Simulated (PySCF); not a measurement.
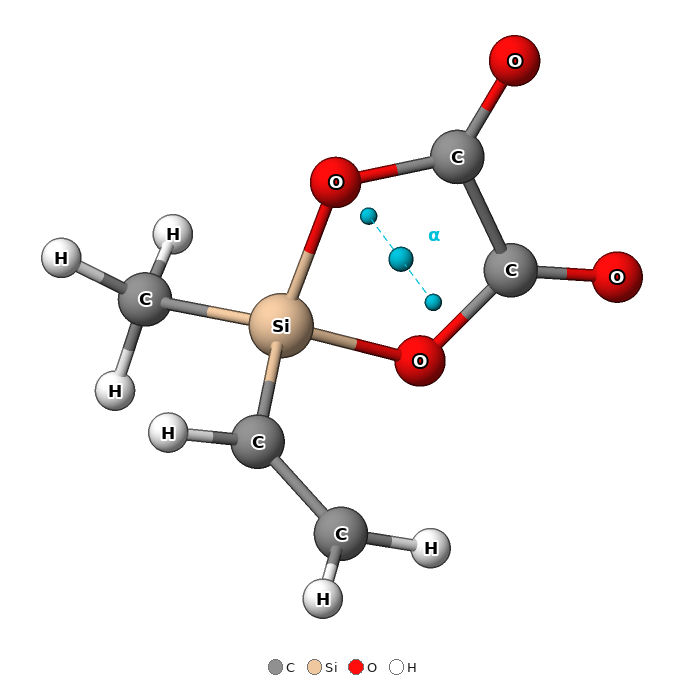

The small points mark where nucleus-independent chemical shifts (NICS) were computed: at the centre of each lettered ring and 1 Å above and below it. Computed geometry: GFN2-xTB optimisation. No frequency run is at hand to confirm it as a minimum. Properties computed with GIAO PBE0/pcSseg-1 NMR shielding, non-relativistic, gas phase (PySCF 2.14.0).

Give NICS(0), NICS(1) and the out-of-plane component NICS(1)zz for each ring (means of the two sides).

```tsv
ring	members	NICS(0)	NICS(1)	NICS(1)zz
α	C2O2Si	−1.6	−2.1	−1.8
```

Values in ppm.

**What do the values say about the ring currents?**

Ring α: weak, as in a non-aromatic ring. NICS is one index among several.

The geometry is semi-empirical. Around Si such bond lengths and angles can be off by a tenth of an ångström or more and by several degrees, and values that hang on the shape move with them.
